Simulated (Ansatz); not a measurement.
The starting structures come from a database of crystals and need not be the phases stable at ambient conditions.

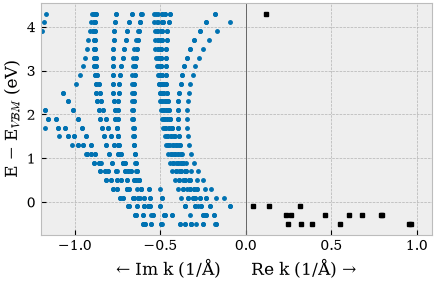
Complex bands at the centre of the two-dimensional zone; PBEsol (Ansatz, an electronic-structure program)

The gap is the functional's own. No spin-orbit coupling. Mid-gap values are interpolated on the energy grid.

### Question
This is GaBO₃ (R-3c, not sure to be the ambient phase, 10 atoms a cell, 8.6 Å³ an atom) along the normal of (100). Read off the slowest decay at the centre of the two-dimensional zone at 2.10 eV, the computed energy nearest the middle of the gap.

### Answer
κ ≈ 0.34 1/Å, a decay length 1/(2κ) of the density of 1.5 Å.
